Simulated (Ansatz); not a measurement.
## Nudged elastic band of C4H9NSi (part 1 of 2)

C4H9NSi, SMILES C=C=CC[SiH2]N, computed with RKS B3LYP/STO-3G (Ansatz 0.2.0).

It belongs to a series of runs on one base structure; here: band between the two ends. Figures and captions count atoms from 1; the log counts them from 0 in places.

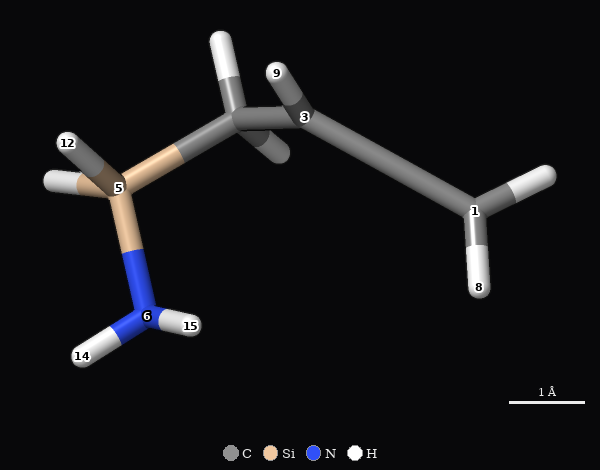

The input geometry (stick view, seen at a tilt; atoms are numbered from 1 in the order of the input). Bond lengths as drawn: C–C 1.31 to 1.54 Å, C–H 1.10 Å, C–Si 1.89 Å, H–N 1.05 Å, H–Si 1.45 Å and N–Si 1.78 Å.

**The input**
```yaml
crystal:
  periodic: [false, false, false]
  atoms:
    - { symbol: C, position_ang: [-0.394617, -2.998052, -0.039581] }
    - { symbol: C, position_ang: [0.248944, -1.884094, 0.223045] }
    - { symbol: C, position_ang: [0.892392, -0.764151, 0.478016] }
    - { symbol: C, position_ang: [1.074932, 0.393477, -0.520259] }
    - { symbol: Si, position_ang: [0.100987, 1.93728, -0.025242] }
    - { symbol: "N", position_ang: [-1.631666, 1.575009, -0.175066] }
    - { symbol: H, position_ang: [0.113821, -3.884146, -0.446691] }
    - { symbol: H, position_ang: [-1.474937, -3.105947, 0.13558] }
    - { symbol: H, position_ang: [1.336266, -0.613246, 1.476972] }
    - { symbol: H, position_ang: [2.147216, 0.648166, -0.573273] }
    - { symbol: H, position_ang: [0.764739, 0.065009, -1.522998] }
    - { symbol: H, position_ang: [0.519393, 2.327009, 1.312188] }
    - { symbol: H, position_ang: [0.391713, 3.034962, -0.920468] }
    - { symbol: H, position_ang: [-2.206096, 2.4018, 0.127981] }
    - { symbol: H, position_ang: [-1.904986, 0.816023, 0.498997] }
basis:
  gaussian: { orbitals: STO-3G }
hamiltonian:
  xc: b3lyp
neb:
  order_check: false
  images: 5
  f_tol: 0.05
  max_iterations: 60
  final_atoms:
    - { symbol: C, position_ang: [0.15028312, -3.33854016, 0.34675309] }
    - { symbol: C, position_ang: [0.61392747, -2.11295451, 0.26262939] }
    - { symbol: C, position_ang: [1.07097893, -0.88142216, 0.17485432] }
    - { symbol: C, position_ang: [0.42743138, 0.23879189, -0.66177075] }
    - { symbol: Si, position_ang: [-0.35002067, 1.58427824, 0.4176268] }
    - { symbol: "N", position_ang: [-0.8966136, 2.90084308, -0.64795431] }
    - { symbol: H, position_ang: [0.47521505, -4.13469733, -0.33867148] }
    - { symbol: H, position_ang: [-0.58401476, -3.63554574, 1.10964126] }
    - { symbol: H, position_ang: [1.9758894, -0.60122725, 0.74054339] }
    - { symbol: H, position_ang: [1.20113864, 0.69597503, -1.30082534] }
    - { symbol: H, position_ang: [-0.33196963, -0.19518359, -1.32912603] }
    - { symbol: H, position_ang: [-1.40914164, 0.98308305, 1.21144246] }
    - { symbol: H, position_ang: [0.62931483, 2.14597595, 1.31960539] }
    - { symbol: H, position_ang: [-1.25859666, 3.70221662, -0.0706798] }
    - { symbol: H, position_ang: [-1.73572085, 2.59750589, -1.20486738] }
  initial_path:
    images:
      - { positions_ang: [[-0.394617, -2.998052, -0.039581], [0.248944, -1.884094, 0.223045], [0.892392, -0.764151, 0.478016], [1.074932, 0.393477, -0.520259], [0.100987, 1.93728, -0.025242], [-1.631666, 1.575009, -0.175066], [0.113821, -3.884146, -0.446691], [-1.474937, -3.105947, 0.13558], [1.336266, -0.613246, 1.476972], [2.147216, 0.648166, -0.573273], [0.764739, 0.065009, -1.522998], [0.519393, 2.327009, 1.312188], [0.391713, 3.034962, -0.920468], [-2.206096, 2.4018, 0.127981], [-1.904986, 0.816023, 0.498997]] }
      - { positions_ang: [[-0.32769822, -3.02307027, 0.07151348], [0.31677, -1.90410026, 0.23181764], [0.96690113, -0.79037255, 0.38280721], [1.01217344, 0.38063167, -0.58352648], [0.05968314, 1.87554861, 0.04410688], [-1.59707146, 1.77827536, -0.2751475], [0.15188229, -3.90889131, -0.08990221], [-1.40203507, -3.07439432, 0.08583887], [1.5803452, -0.66094984, 1.26466232], [2.02029005, 0.66787028, -0.74829511], [0.57394968, 0.04961777, -1.51409023], [0.23811868, 1.99448807, 1.41161495], [0.51317587, 3.03320431, -0.53967446], [-2.15062063, 2.54462599, 0.13513893], [-1.9777631, 0.98661548, 0.1523367]] }
      - { positions_ang: [[-0.26077944, -3.04808855, 0.18260796], [0.38459599, -1.92410652, 0.24059028], [1.04141027, -0.8165941, 0.28759842], [0.94941487, 0.36778634, -0.64679395], [0.01837929, 1.81381722, 0.11345576], [-1.56247693, 1.98154173, -0.375229], [0.18994358, -3.93363663, 0.26688658], [-1.32913314, -3.04284164, 0.03609774], [1.82442441, -0.70865368, 1.05235265], [1.89336411, 0.68757457, -0.92331722], [0.38316036, 0.03422655, -1.50518246], [-0.04315564, 1.66196715, 1.51104191], [0.63463874, 3.03144662, -0.15888091], [-2.09514526, 2.68745199, 0.14229687], [-2.05054021, 1.15720796, -0.19432361]] }
      - { positions_ang: [[-0.19386065, -3.07310682, 0.29370244], [0.45242199, -1.94411277, 0.24936291], [1.1159194, -0.84281566, 0.19238963], [0.88665631, 0.35494101, -0.71006143], [-0.02292457, 1.75208582, 0.18280464], [-1.52788239, 2.18480809, -0.4753105], [0.22800487, -3.95838194, 0.62367536], [-1.25623121, -3.01128895, -0.01364339], [2.06850361, -0.75635752, 0.84004297], [1.76643816, 0.70727885, -1.09833933], [0.19237104, 0.01883532, -1.49627469], [-0.32442997, 1.32944622, 1.61046886], [0.75610161, 3.02968892, 0.22191263], [-2.03966989, 2.83027798, 0.1494548], [-2.12331731, 1.32780044, -0.54098391]] }
      - { positions_ang: [[-0.07914606, -3.1615846, 0.31138599], [0.50625715, -2.00039335, 0.25378507], [1.10093925, -0.85568449, 0.18654452], [0.73358133, 0.31622464, -0.69396454], [-0.1319566, 1.69614996, 0.2610787], [-1.31745946, 2.42348642, -0.53285844], [0.31040826, -4.01715374, 0.30289308], [-1.03215906, -3.21937455, 0.36078482], [2.03763221, -0.70464743, 0.80687644], [1.57800499, 0.70351091, -1.16583467], [0.01759082, -0.05250432, -1.44055847], [-0.68600052, 1.21399183, 1.47746006], [0.71383935, 2.73511793, 0.58781022], [-1.77931215, 3.12092419, 0.0760766], [-1.99411849, 1.75103559, -0.7622784]] }
      - { positions_ang: [[0.03556853, -3.25006238, 0.32906954], [0.56009231, -2.05667393, 0.25820723], [1.08595909, -0.86855333, 0.18069942], [0.58050636, 0.27750827, -0.67786764], [-0.24098863, 1.6402141, 0.33935275], [-1.10703653, 2.66216475, -0.59040637], [0.39281166, -4.07592554, -0.0178892], [-0.80808691, -3.42746014, 0.73521304], [2.0067608, -0.65293734, 0.77370991], [1.38957181, 0.69974297, -1.23333], [-0.15718941, -0.12384395, -1.38484225], [-1.04757108, 1.09853744, 1.34445126], [0.67157709, 2.44054694, 0.9537078], [-1.51895441, 3.4115704, 0.0026984], [-1.86491967, 2.17427074, -0.98357289]] }
      - { positions_ang: [[0.15028312, -3.33854016, 0.34675309], [0.61392747, -2.11295451, 0.26262939], [1.07097893, -0.88142216, 0.17485432], [0.42743138, 0.23879189, -0.66177075], [-0.35002067, 1.58427824, 0.4176268], [-0.8966136, 2.90084308, -0.64795431], [0.47521505, -4.13469733, -0.33867148], [-0.58401476, -3.63554574, 1.10964126], [1.9758894, -0.60122725, 0.74054339], [1.20113864, 0.69597503, -1.30082534], [-0.33196963, -0.19518359, -1.32912603], [-1.40914164, 0.98308305, 1.21144246], [0.62931483, 2.14597595, 1.31960539], [-1.25859666, 3.70221662, -0.0706798], [-1.73572085, 2.59750589, -1.20486738]] }
```

Hardware: 1 thread of Arm Neoverse V1, 24 GiB of memory available, shared host.

Run as:
```bash
ansatz run input.yaml --threads 1 --pin off --max-ram 2048MiB --backend cpu --events-out ev --progress --plain --runs-dir out
```

**The program's output**
```
Engine: ansatz 0.2.0, aarch64-unknown-linux-gnu
Functional definition: B3LYP
  parameter a0 = 0.2
  parameter ax = 0.72
  parameter ac = 0.81
  exchange = (1 - a0 - ax)*slater_x + ax*b88_x + a0*exact_x
  correlation = (1 - ac)*vwn_rpa_c + ac*lyp_c
625 factors; integrals over basis functions are off by at most 1.5e-5 eV
mean field evaluation 1: about -13496.6482 eV, gradient 2.3e1 eV
mean field evaluation 2: about -13496.7339 eV, gradient 2.3e1 eV
mean field evaluation 4: about -13498.2802 eV, gradient 1.7e0 eV
mean field evaluation 8: about -13498.1638 eV, gradient 6.7e-2 eV
mean field -13498.16379546 eV, -496.0483700990 hartree, gradient 2.8e-5 eV, S^2 0.000000; 0 other end points of the search recorded, 0 dependent functions left out
the calculation of the forces begins
reference -13498.16403478 eV, -496.0483788938 hartree; 27, 27 occupied and 16, 16 virtual orbitals, 625 factors
627 factors; integrals over basis functions are off by at most 3.3e-5 eV
mean field evaluation 16: about -13496.6619 eV, gradient 2.3e1 eV
mean field -13498.16257376 eV, -496.0483252026 hartree, gradient 2.3e-5 eV, S^2 0.000000; 0 other end points of the search recorded, 0 dependent functions left out
[... from here on the field's lines of each further geometry are left out, up to the last ...]
NEB iter   1: max|band force component| = 8.685e0 eV/Å  barrier→ = 3.2902 eV  barrier← = 3.2890 eV  Δτ_max = 0.1999 Å  (167 SCF iters)
NEB iter   2: max|band force component| = 2.332e0 eV/Å  barrier→ = 1.3100 eV  barrier← = 1.3088 eV  Δτ_max = 0.1954 Å  (132 SCF iters)
NEB iter   3: max|band force component| = 1.293e0 eV/Å  barrier→ = 0.8198 eV  barrier← = 0.8186 eV  Δτ_max = 0.1987 Å  (128 SCF iters)
NEB iter   4: max|band force component| = 9.853e-1 eV/Å  barrier→ = 0.4693 eV  barrier← = 0.4681 eV  Δτ_max = 0.1962 Å  (130 SCF iters)
NEB iter   5: max|band force component| = 8.644e-1 eV/Å  barrier→ = 0.2736 eV  barrier← = 0.2723 eV  Δτ_max = 0.1984 Å  (130 SCF iters)
NEB iter   6: max|band force component| = 1.462e0 eV/Å  barrier→ = 0.3008 eV  barrier← = 0.2996 eV  Δτ_max = 0.1005 Å  (130 SCF iters)
NEB iter   7: max|band force component| = 4.586e-1 eV/Å  barrier→ = 0.0864 eV  barrier← = 0.0851 eV  CI = image 4  Δτ_max = 0.1373 Å  (132 SCF iters)
NEB iter   8: max|band force component| = 4.001e-1 eV/Å  barrier→ = 0.0595 eV  barrier← = 0.0583 eV  CI = image 4  Δτ_max = 0.1491 Å  (131 SCF iters)
NEB iter   9: max|band force component| = 1.121e0 eV/Å  barrier→ = 0.1849 eV  barrier← = 0.1837 eV  CI = image 2  Δτ_max = 0.0733 Å  (131 SCF iters)
NEB iter  10: max|band force component| = 7.127e-1 eV/Å  barrier→ = 0.0955 eV  barrier← = 0.0943 eV  CI = image 3  Δτ_max = 0.0730 Å  (130 SCF iters)
NEB iter  11: max|band force component| = 7.060e-1 eV/Å  barrier→ = 0.1107 eV  barrier← = 0.1095 eV  CI = image 2  Δτ_max = 0.0372 Å  (132 SCF iters)
NEB iter  12: max|band force component| = 5.687e-1 eV/Å  barrier→ = 0.0884 eV  barrier← = 0.0871 eV  CI = image 2  Δτ_max = 0.0455 Å  (130 SCF iters)
NEB iter  13: max|band force component| = 1.682e-1 eV/Å  barrier→ = 0.0494 eV  barrier← = 0.0482 eV  CI = image 3  Δτ_max = 0.0717 Å  (130 SCF iters)
NEB iter  14: max|band force component| = 1.123e0 eV/Å  barrier→ = 0.1501 eV  barrier← = 0.1488 eV  CI = image 4  Δτ_max = 0.0365 Å  (135 SCF iters)
NEB iter  15: max|band force component| = 9.112e-1 eV/Å  barrier→ = 0.1051 eV  barrier← = 0.1039 eV  CI = image 4  Δτ_max = 0.0730 Å  (133 SCF iters)
NEB iter  16: max|band force component| = 6.977e-1 eV/Å  barrier→ = 0.1045 eV  barrier← = 0.1033 eV  CI = image 2  Δτ_max = 0.0726 Å  (133 SCF iters)
NEB iter  17: max|band force component| = 3.130e-1 eV/Å  barrier→ = 0.0516 eV  barrier← = 0.0503 eV  CI = image 2  Δτ_max = 0.1475 Å  (132 SCF iters)
NEB iter  18: max|band force component| = 8.273e-1 eV/Å  barrier→ = 0.1170 eV  barrier← = 0.1158 eV  CI = image 3  Δτ_max = 0.0726 Å  (133 SCF iters)
NEB iter  19: max|band force component| = 7.711e-1 eV/Å  barrier→ = 0.0997 eV  barrier← = 0.0985 eV  CI = image 2  Δτ_max = 0.0366 Å  (132 SCF iters)
NEB iter  20: max|band force component| = 5.010e-1 eV/Å  barrier→ = 0.0624 eV  barrier← = 0.0612 eV  CI = image 2  Δτ_max = 0.0427 Å  (123 SCF iters)
NEB iter  21: max|band force component| = 2.221e-1 eV/Å  barrier→ = 0.0477 eV  barrier← = 0.0465 eV  CI = image 3  Δτ_max = 0.0632 Å  (121 SCF iters)
NEB iter  22: max|band force component| = 1.834e-1 eV/Å  barrier→ = 0.0474 eV  barrier← = 0.0462 eV  CI = image 3  Δτ_max = 0.0543 Å  (122 SCF iters)
NEB iter  23: max|band force component| = 5.509e-1 eV/Å  barrier→ = 0.0690 eV  barrier← = 0.0678 eV  CI = image 2  Δτ_max = 0.0284 Å  (115 SCF iters)
NEB iter  24: max|band force component| = 2.113e-1 eV/Å  barrier→ = 0.0485 eV  barrier← = 0.0473 eV  CI = image 3  Δτ_max = 0.0221 Å  (120 SCF iters)
NEB iter  25: max|band force component| = 3.231e-2 eV/Å  barrier→ = 0.0472 eV  barrier← = 0.0460 eV  CI = image 3  Δτ_max = 0.0067 Å  (119 SCF iters)
the calculation of the forces begins
reference -13498.15238211 eV, -496.0479506661 hartree; 27, 27 occupied and 16, 16 virtual orbitals, 627 factors
626 factors; integrals over basis functions are off by at most 2.2e-5 eV
mean field -13498.11675390 eV, -496.0466413535 hartree, gradient 5.7e-6 eV, S^2 0.000000; 1 other end points of the search recorded, 0 dependent functions left out
the calculation of the forces begins
reference -13498.11699888 eV, -496.0466503567 hartree; 27, 27 occupied and 16, 16 virtual orbitals, 626 factors
NEB iter  26: max|band force component| = 2.303e-2 eV/Å  barrier→ = 0.0470 eV  barrier← = 0.0458 eV  CI = image 3  Δτ_max = 0.0000 Å  (146 SCF iters)
```
